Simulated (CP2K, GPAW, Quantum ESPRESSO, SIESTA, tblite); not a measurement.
**Quantum ESPRESSO on amorphous carbon (160 atoms): settings compared**

How far do other settings of Quantum ESPRESSO move the forces in amorphous carbon (160 atoms)? One run of the same program serves as the yardstick.

Main program and level: Quantum ESPRESSO 7.5; the method is named at each step.

## 1. The starting structure

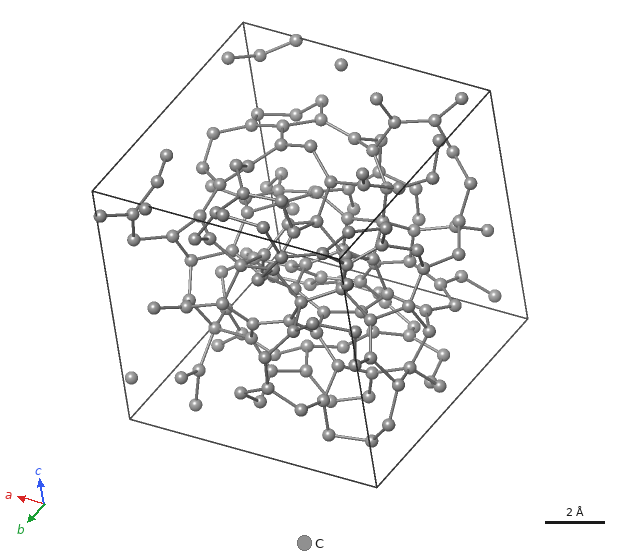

Start, viewed from a free direction; carbon grey. Bonds to atoms that aren't drawn are left out. Some periodic images of atoms are drawn too.

The cell holds 160 atoms: 160 C. Its edges and angles: a = 9.922 Å, b = 9.922 Å, c = 9.922 Å, α = 90.0°, β = 90.0°, γ = 90.0°. 160 atoms (160 C) placed at random at 3.27 g/cm³, melted at 6000 K for 10 ps at fixed volume with the LCBOP (Los and Fasolino, Phys. Rev. B 68, 024107 (2003)). Quenched from 6000 K to 300 K at 500 K/ps and fixed volume, held 5 ps. Then every atom was moved at random, 0.02 Å r.m.s. a Cartesian component.

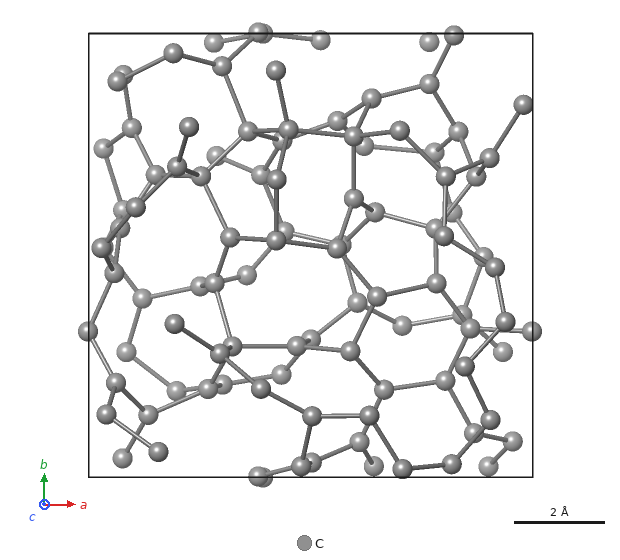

A slice 6 Å thick through the middle of the cell. Bonds to atoms that aren't drawn are left out.

The yardstick, on the same geometry:

```
method                 : Kohn-Sham DFT, PBE, SSSP efficiency 1.3.0 pseudopotentials, plane waves (Quantum ESPRESSO 7.5); sssp-pbe-1.3.0-efficiency, cutoffs 45/360 Ry, Γ point
r.m.s. force component : 1.906 eV/Å
longest force          : 8.371 eV/Å
pressure               : 62.9 GPa
time                   : 2.5 min on 4 MPI ranks of Arm Neoverse V1, shared host
CPU time               : 10 min
```

## 2. PBE, gbrv-1.5, 40/200 Ry

Method: Kohn-Sham DFT, PBE, GBRV 1.5 ultrasoft pseudopotentials, plane waves.

File pw.in:

```
&control
  calculation = 'scf'
  pseudo_dir = './pseudo'
  outdir = './tmp'
  disk_io = 'none'
  tprnfor = .true.
  tstress = .true.
/
&system
  ibrav = 0
  nat = 160
  ntyp = 1
  ecutwfc = 40
  ecutrho = 200
  nosym = .true.
  occupations = 'smearing'
  smearing = 'fd'
  degauss = 0.003675
/
&electrons
  conv_thr = 8.0e-07
  electron_maxstep = 100
  mixing_beta = 0.2
  mixing_mode = 'local-TF'
  diagonalization = 'david'
/
ATOMIC_SPECIES
C 12.011 C.upf
CELL_PARAMETERS angstrom
9.92200 0.00000 0.00000
0.00000 9.92200 0.00000
0.00000 0.00000 9.92200
ATOMIC_POSITIONS crystal
C 0.70898 0.25724 0.82340
C 0.81759 0.02977 0.67082
C 0.51998 0.88749 0.13727
C 0.42169 0.91638 0.72285
C 0.15680 0.05738 0.72706
C 0.78128 0.56037 0.47899
C 0.42222 0.53393 0.69519
C 0.26096 0.44944 0.84200
C 0.29541 0.27867 0.69106
C 0.13188 0.81175 0.02518
C 0.55822 0.07303 0.00028
C 0.43598 0.75871 0.42186
C 0.28212 0.97941 0.24031
C 0.84142 0.36578 0.28396
C 0.60524 0.39357 0.34852
C 0.13413 0.14084 0.46946
C 0.42321 0.67099 0.74962
C 0.87762 0.78881 0.92160
C 0.11500 0.01481 0.94264
C 0.50224 0.03355 0.51839
C 0.44129 0.55342 0.30587
C 0.63224 0.13909 0.78643
C 0.81922 0.59652 0.24089
C 0.70634 0.34173 0.27147
C 0.87294 0.67763 0.49582
C 0.30164 0.20906 0.31657
C 0.66842 0.60827 0.92239
C 0.55099 0.75653 0.16659
C 0.43411 0.23148 0.28522
C 0.65241 0.25641 0.17689
C 0.94921 0.18411 0.99449
C 0.14134 0.31801 0.03447
C 0.64535 0.59729 0.44013
C 0.78664 0.00145 0.98608
C 0.06485 0.89210 0.58306
C 0.19343 0.34584 0.77057
C 0.80033 0.54341 0.75120
C 0.78330 0.43713 0.55472
C 0.76739 0.88616 0.47761
C 0.38793 0.19966 0.76976
C 0.74035 0.20945 0.08394
C 0.25117 0.43050 0.35237
C 0.84707 0.24989 0.77984
C 0.26375 0.61300 0.03299
C 0.19065 0.95554 0.62877
C 0.88951 0.49643 0.30589
C 0.03344 0.51818 0.31832
C 0.70078 0.78092 0.71876
C 0.21945 0.63118 0.16379
C 0.47848 0.02509 0.65766
C 0.30037 0.92628 0.53989
C 0.34370 0.18991 0.00189
C 0.58914 0.28425 0.58810
C 0.05765 0.46017 0.54446
C 0.46888 0.29600 0.51889
C 0.19806 0.19451 0.23594
[... 100 atom lines left out ...]
C 0.28672 0.29994 0.06292
C 0.46725 0.16579 0.05583
C 0.06362 0.24722 0.94582
C 0.97954 0.83940 0.67389
K_POINTS gamma
```

Command:

```
> OMP_NUM_THREADS=1 mpirun -np 2 pw.x -in pw.in > output.txt
```

The log of the run:

```text
Program PWSCF
     gamma-point specific algorithms are used
     Parallelization info
     sticks:   dense  smooth     PW     G-vecs:    dense   smooth      PW
     Min        2809    2241    557               157596   112599   14128
     Max        2812    2244    560               157597   112600   14129
     Sum        5621    4485   1117               315193   225199   28257
     bravais-lattice index     =            0
     lattice parameter (alat)  =      18.7499  a.u.
     unit-cell volume          =    6591.6520 (a.u.)^3
     number of atoms/cell      =          160
     number of atomic types    =            1
     number of electrons       =       640.00
     number of Kohn-Sham states=          384
     kinetic-energy cutoff     =      40.0000  Ry
     charge density cutoff     =     200.0000  Ry
     scf convergence threshold =      8.0E-07
     mixing beta               =       0.2000
     number of iterations used =            8  local-TF  mixing
     Exchange-correlation= SLA  PW   PBE  PBE
                           (   1   4   3   4   0   0   0)
     crystal axes: (cart. coord. in units of alat)
               a(1) = (   1.000000   0.000000   0.000000 )
               a(2) = (   0.000000   1.000000   0.000000 )
               a(3) = (   0.000000   0.000000   1.000000 )
     reciprocal axes: (cart. coord. in units 2 pi/alat)
               b(1) = (  1.000000  0.000000  0.000000 )
               b(2) = (  0.000000  1.000000  0.000000 )
               b(3) = (  0.000000  0.000000  1.000000 )
     PseudoPot. # 1 for C :
     Pseudo is Ultrasoft + core correction, Zval =  4.0
     atomic species   valence    mass     pseudopotential
     C                 4.00    12.01100     C ( 1.00)
     No symmetry found
   Cartesian axes
     number of k points=     1  Fermi-Dirac smearing, width (Ry)=  0.0037
                       cart. coord. in units 2pi/alat
        k(    1) = (   0.0000000   0.0000000   0.0000000), wk =   2.0000000
     Dense  grid:   157597 G-vectors     FFT dimensions: (  90,  90,  90)
     Smooth grid:   112600 G-vectors     FFT dimensions: (  75,  75,  75)
     Initial potential from superposition of free atoms
     starting charge     639.9935, renormalised to     640.0000
     Starting wfcs are  640 randomized atomic wfcs
     Self-consistent Calculation
     iteration #  1     ecut=    40.00 Ry     beta= 0.20
     total energy              =   -1829.43348797 Ry
     estimated scf accuracy    <      15.76352040 Ry
     iteration #  2     ecut=    40.00 Ry     beta= 0.20
     total energy              =   -1822.96948915 Ry
     estimated scf accuracy    <      11.56961918 Ry
     iteration #  3     ecut=    40.00 Ry     beta= 0.20
     total energy              =   -1824.70817999 Ry
     estimated scf accuracy    <       0.56004514 Ry
     iteration #  4     ecut=    40.00 Ry     beta= 0.20
     total energy              =   -1824.66267981 Ry
     estimated scf accuracy    <       0.31891926 Ry
     iteration #  5     ecut=    40.00 Ry     beta= 0.20
     total energy              =   -1824.68393519 Ry
     estimated scf accuracy    <       0.03808997 Ry
     iteration #  6     ecut=    40.00 Ry     beta= 0.20
     total energy              =   -1824.68841026 Ry
     estimated scf accuracy    <       0.02119774 Ry
     iteration #  7     ecut=    40.00 Ry     beta= 0.20
     total energy              =   -1824.69002398 Ry
     estimated scf accuracy    <       0.00330289 Ry
     iteration #  8     ecut=    40.00 Ry     beta= 0.20
     total energy              =   -1824.69030065 Ry
     estimated scf accuracy    <       0.00121465 Ry
     iteration #  9     ecut=    40.00 Ry     beta= 0.20
     total energy              =   -1824.69023415 Ry
     estimated scf accuracy    <       0.00053343 Ry
     iteration # 10     ecut=    40.00 Ry     beta= 0.20
     total energy              =   -1824.69028817 Ry
     estimated scf accuracy    <       0.00006313 Ry
     iteration # 11     ecut=    40.00 Ry     beta= 0.20
     total energy              =   -1824.69029054 Ry
     estimated scf accuracy    <       0.00002707 Ry
     iteration # 12     ecut=    40.00 Ry     beta= 0.20
     total energy              =   -1824.69029464 Ry
     estimated scf accuracy    <       0.00000420 Ry
     iteration # 13     ecut=    40.00 Ry     beta= 0.20
     total energy              =   -1824.69029552 Ry
     estimated scf accuracy    <       0.00000269 Ry
     iteration # 14     ecut=    40.00 Ry     beta= 0.20
     End of self-consistent calculation
          k = 0.0000 0.0000 0.0000 ( 14129 PWs)   bands (ev):
    -9.6870  -8.9730  -8.7148  -8.6681  -8.5686  -8.4517  -8.3604  -7.9640
    -7.9234  -7.8617  -7.7056  -7.6474  -7.5789  -7.4763  -7.4373  -7.3334
    -7.2988  -7.1188  -7.0049  -6.7910  -6.7021  -6.6015  -6.5262  -6.4615
    -6.3867  -6.2514  -6.1233  -5.9900  -5.8973  -5.7219  -5.6307  -5.6216
    -5.4151  -5.3688  -5.2831  -5.2052  -5.1470  -5.0993  -5.0232  -4.9304
    -4.8550  -4.7982  -4.7374  -4.5919  -4.5832  -4.5161  -4.3982  -4.3313
    -4.2414  -4.1577  -4.1410  -4.1103  -4.0212  -3.9039  -3.8413  -3.7424
    -3.6825  -3.6404  -3.5448  -3.4644  -3.3885  -3.3835  -3.2432  -3.1883
    -3.0923  -2.9760  -2.9294  -2.8582  -2.7214  -2.6655  -2.5866  -2.5457
    -2.3926  -2.2413  -2.0486  -2.0071  -1.9275  -1.8500  -1.7833  -1.7113
    -1.5309  -1.4590  -1.3830  -1.2162  -1.1578  -1.0558  -1.0037  -0.9298
    -0.8927  -0.7385  -0.7006  -0.6238  -0.5474  -0.4355  -0.3929  -0.2897
[...]
14.0821  14.1524  14.3161  14.3609  14.4167  14.4558  14.5511  14.5706
    14.6272  14.7683  14.8938  14.9223  15.0499  15.0864  15.2055  15.2251
    15.3102  15.3494  15.4341  15.5144  15.5875  15.6393  15.7104  15.7710
    15.8653  15.9221  16.0342  16.0979  16.2154  16.3533  16.4296  16.4748
    16.5430  16.6775  16.7026  16.8433  16.8666  17.0122  17.0524  17.1286
     the Fermi energy is    12.3680 ev
!    total energy              =   -1824.69029690 Ry
     estimated scf accuracy    <       0.00000039 Ry
     smearing contrib. (-TS)   =      -0.02356827 Ry
     internal energy E=F+TS    =   -1824.66672863 Ry
     The total energy is F=E-TS. E is the sum of the following terms:
     one-electron contribution =     329.57330840 Ry
     hartree contribution      =     275.47968301 Ry
     xc contribution           =    -595.21055257 Ry
     ewald contribution        =   -1834.50916747 Ry
     convergence has been achieved in  14 iterations
     Forces acting on atoms (cartesian axes, Ry/au):
     atom    1 type  1   force =    -0.03237757    0.03192166   -0.04702708
     atom    2 type  1   force =     0.00427925    0.06440793    0.00508146
     atom    3 type  1   force =     0.01490123    0.02103291    0.00136871
     atom    4 type  1   force =    -0.00330582   -0.03730474   -0.04579874
     atom    5 type  1   force =    -0.07877325   -0.01898735   -0.18414896
     atom    6 type  1   force =     0.07735746   -0.00769594   -0.03904732
     atom    7 type  1   force =     0.03706510   -0.02552763   -0.09902572
     atom    8 type  1   force =    -0.00663952   -0.07428595    0.03278066
     atom    9 type  1   force =     0.05720646   -0.12040031   -0.00038155
     atom   10 type  1   force =     0.11202462    0.05794752    0.02029106
     atom   11 type  1   force =     0.00237788    0.01256378    0.01128766
     atom   12 type  1   force =     0.02969338    0.10476955    0.11219191
[...]
atom  156 type  1   force =    -0.02208618    0.00616704    0.15191539
     atom  157 type  1   force =    -0.20735333   -0.02111624   -0.03014909
     atom  158 type  1   force =     0.03075213   -0.08820135   -0.07328007
     atom  159 type  1   force =    -0.00628910   -0.07388637    0.07535837
     atom  160 type  1   force =    -0.15170012   -0.13376656    0.01437145
     Total force =     1.626968     Total SCF correction =     0.001624
     Computing stress (Cartesian axis) and pressure
          total   stress  (Ry/bohr**3)                   (kbar)     P=      618.05
   0.00434251   0.00023837   0.00034046          638.80       35.07       50.08
   0.00023837   0.00425290   0.00048074           35.07      625.62       70.72
   0.00034046   0.00048074   0.00400892           50.08       70.72      589.73
     Message from routine punch:
     Nothing written, as per user request (disk_io='none')
```

The job ended after 2.7 min (2 MPI ranks of Arm Neoverse V1, shared host; peak memory 1.7 GiB).

Banners, paths, timers and routine set-up lines are dropped from the logs unmarked, and long logs keep their key lines alone; longer cuts are marked.

Compared with the plane-wave run:

| Item | Value |
| --- | --- |
| r.m.s. force component | 1.909 eV/Å |
| r.m.s. difference of force components | 12.83 meV/Å |
| longest difference of force vectors | 61.78 meV/Å |
| force difference over r.m.s. force | 0.6731 % |
| slope of forces against the reference's | 1.002 |
| correlation of force components | 1 |
| pressure | 61.8 GPa |
| pressure difference | -1.091 GPa |

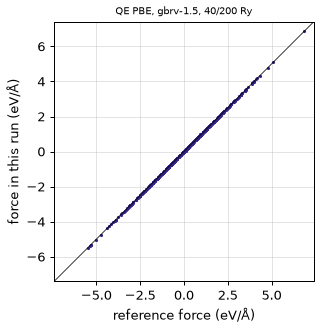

Force components against those of the reference; the line marks equality.

The surroundings of C16, which bears the longest force, nearest first, numbered as they follow in the input and with coordinates relative to it.

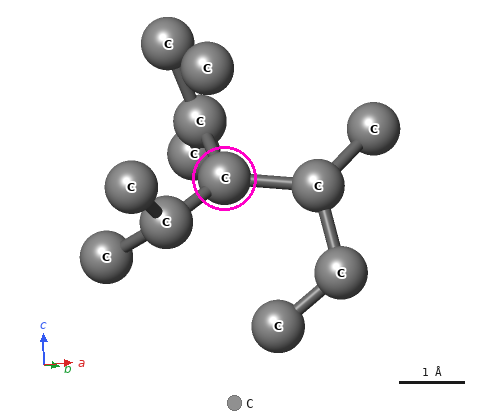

The atoms of the table, within 2.5 Å (arrows a, b, c point along x, y, z); some may hide others; the central atom is ringed.

| atom | x | y | z | distance (Å) | Fx | Fy | Fz (eV/Å) |
| --- | --- | --- | --- | --- | --- | --- | --- |
| C16 | 0.00 | 0.00 | 0.00 | 0.00 | 6.86 | 3.88 | 2.84 |
| C126 | -0.57 | -0.97 | -0.72 | 1.34 | 1.27 | -2.94 | -0.71 |
| C62 | -0.72 | 0.72 | 0.97 | 1.41 | -0.44 | -2.14 | 0.73 |
| C97 | 1.34 | 0.58 | -0.14 | 1.46 | -3.60 | -2.43 | -0.78 |
| C72 | -1.78 | -0.59 | -1.19 | 2.22 | -2.39 | 0.32 | -5.32 |
| C102 | -0.93 | 0.01 | 2.15 | 2.35 | 2.47 | -0.37 | -0.88 |
| C26 | 1.66 | 0.68 | -1.52 | 2.35 | 3.18 | 1.70 | 4.32 |
| C69 | -1.35 | 1.86 | 0.56 | 2.37 | -1.21 | 3.28 | -0.86 |
| C90 | -0.56 | -2.32 | -0.26 | 2.40 | 0.87 | -0.64 | -1.45 |
| C56 | 0.63 | 0.53 | -2.32 | 2.46 | -3.94 | -0.39 | -2.90 |
| C45 | 0.56 | -1.84 | 1.58 | 2.49 | -2.07 | 2.27 | -0.24 |
| C63 | 1.88 | 1.53 | 0.78 | 2.55 | 0.67 | 1.60 | 0.97 |

Forces lie 0.67 % from the reference's, at 0.55 times its CPU time (on 2 against 4 cores).

## 3. PBE, sssp-1.3.0-efficiency, 20/160 Ry

Method: Kohn-Sham DFT, PBE, SSSP efficiency 1.3.0 pseudopotentials, plane waves.

The pseudopotential files are exchanged too: ./pseudo now holds the set sssp-pbe-1.3.0-efficiency.

Edit pw.in of step 2 so:

```diff
@@ -12,4 +12,4 @@
   ntyp = 1
-  ecutwfc = 40
-  ecutrho = 200
+  ecutwfc = 20
+  ecutrho = 160
   nosym = .true.
```

The log of the run:

```text
[banner, memory and clock lines left out]
Program PWSCF
     gamma-point specific algorithms are used
[... lines left out ...]
     total energy              =   -2924.07143364 Ry
[... lines left out ...]
     total energy              =   -2925.37934868 Ry
[... lines left out ...]
     total energy              =   -2925.38355894 Ry
[... lines left out ...]
     total energy              =   -2925.38364530 Ry
[... lines left out ...]
     the Fermi energy is    12.6481 ev
!    total energy              =   -2925.38379576 Ry
[... lines left out ...]
     The total energy is F=E-TS. E is the sum of the following terms:
[... lines left out ...]
     convergence has been achieved in  14 iterations
     Forces acting on atoms (cartesian axes, Ry/au):
     atom    1 type  1   force =    -0.03136887    0.03395259   -0.02768142
     atom    2 type  1   force =     0.01285451    0.04251558    0.00786322
     atom    3 type  1   force =     0.00124021    0.04049788   -0.01812965
[...]
atom  159 type  1   force =     0.00909910   -0.11067363    0.06875044
     atom  160 type  1   force =    -0.16384216   -0.13828961    0.02841753
     Total force =     1.747660     Total SCF correction =     0.002060
     Computing stress (Cartesian axis) and pressure
          total   stress  (Ry/bohr**3)                   (kbar)     P=       45.41
   0.00050550   0.00029873   0.00026090           74.36       43.94       38.38
   0.00029873   0.00031626   0.00061102           43.94       46.52       89.88
   0.00026090   0.00061102   0.00010431           38.38       89.88       15.34
     Message from routine punch:
     Nothing written, as per user request (disk_io='none')
```

The job ended after 1.8 min (2 MPI ranks; peak memory 1.1 GiB).

Compared with the plane-wave run:

| Property | Result |
| --- | --- |
| r.m.s. force component | 2.051 eV/Å |
| r.m.s. difference of force components | 373.5 meV/Å |
| longest difference of force vectors | 1315 meV/Å |
| force difference over r.m.s. force | 19.6 % |
| slope of forces against the reference's | 1.06 |
| correlation of force components | 0.9849 |
| pressure | 4.541 GPa |
| pressure difference | -58.36 GPa |
| energy less the same-level run's | 1002 meV/atom |
| r.m.s. force difference from the same-level run | 373.5 meV/Å |

This is a coarse setting, run to see what it loses.

Against the first run (0.67 %), the force difference from the reference is 20 %, at 0.65 times the CPU time.

## 4. The ladder

Differences are against the plane-wave reference, forces as r.m.s. over components; share is that over the reference's r.m.s. force, slope the least-squares factor from reference forces to these. Total energies of different programs have different zeros and aren't compared.

| run | Δ force, r.m.s. (meV/Å) | share (%) | slope | Δ pressure (GPa) | cores | CPU time | memory (GiB) |
| --- | --- | --- | --- | --- | --- | --- | --- |
| reference | - | - | - | - | 4 | 10 min | 3.8 |
| QE PBE, gbrv-1.5, 40/200 Ry | 12.8 | 0.673 | 1.002 | -1.09 | 2 | 5.5 min | 1.7 |
| QE PBE, sssp-1.3.0-efficiency, 20/160 Ry (coarse) | 373 | 19.6 | 1.060 | -58.4 | 2 | 3.6 min | 1.1 |

Rows marked coarse were listed beforehand as settings not expected to be converged; some can still land near the reference.

CPU time is summed over cores on a shared host, where runs went side by side, so it is rough. Symmetry, cutoffs, thresholds, outputs and thread counts weren't matched or tuned between programs; memory under MPI is the largest rank's times the ranks.

Within one program, basis, potentials and functional, energies share a zero. Each run against its twin at the usual cutoff or grid and solver:

| run | twin | Δ energy (meV/atom) | Δ force, r.m.s. (meV/Å) | CPU time over the twin's |
| --- | --- | --- | --- | --- |
| QE PBE, sssp-1.3.0-efficiency, 20/160 Ry | sssp-1.3.0-efficiency, 45/360 Ry | 1002 | 373 | 0.36 (this twin ran on 4 cores) |

## 5. Summary of results

| Quantity | Value |
| --- | --- |
| nearest in forces | QE PBE, gbrv-1.5, 40/200 Ry, 0.67 % |
| its CPU time | 5.5 min |

PBE on plane waves or a grid with other potentials, cutoffs or grids, coarse settings apart, differs from the reference by 0.67 % (QE PBE, gbrv-1.5, 40/200 Ry) of the r.m.s. force; this holds the reference's own error, so differences of a few per cent don't tell which side is nearer the exact PBE result. Runs with settings chosen to be coarse differ by 20 % (QE PBE, sssp-1.3.0-efficiency, 20/160 Ry). One electronic-structure run takes under half the reference's CPU time: QE PBE, sssp-1.3.0-efficiency, 20/160 Ry, at 20 % in 3.6 min against 10 min; its pressure misses by -58.4 GPa. In pressure, QE PBE, sssp-1.3.0-efficiency, 20/160 Ry misses by -58.4 GPa, at the same functional; a cutoff this low leaves a large Pulay stress. The reference's pressure holds the uncorrected Pulay stress of its 45 Ry basis, so small pressure differences, and their order, may be the reference's own error. The quench rate of 500 K/ps is many orders above laboratory rates, so the cell is likely richer in defects and strain than a real sample. The network of bonds at the start is that of the classical potential that made the cell, and needn't be the one that DFT or experiment would give. The reference's stress is far from hydrostatic: its diagonal is 65.0, 63.6, 60.0 GPa, compression counted positive. The electronic-structure runs sample only Γ, in a cell whose shortest periodic width is 10 Å, which is coarse for a cell with partly filled levels.

[Also dropped from logs without a mark: logging warnings of Python, and SIESTA's first energy breakdown and zero terms.]

[Logs are printed without paths, hosts, clocks, repeated set-up lines and the standing remarks that a program may print on its own settings, such as how far it seeks lower states.]

[Hosts, paths, dates, database ids (printed as entryN), source tags and the programs' standing remarks are cut or masked in the printed files.]
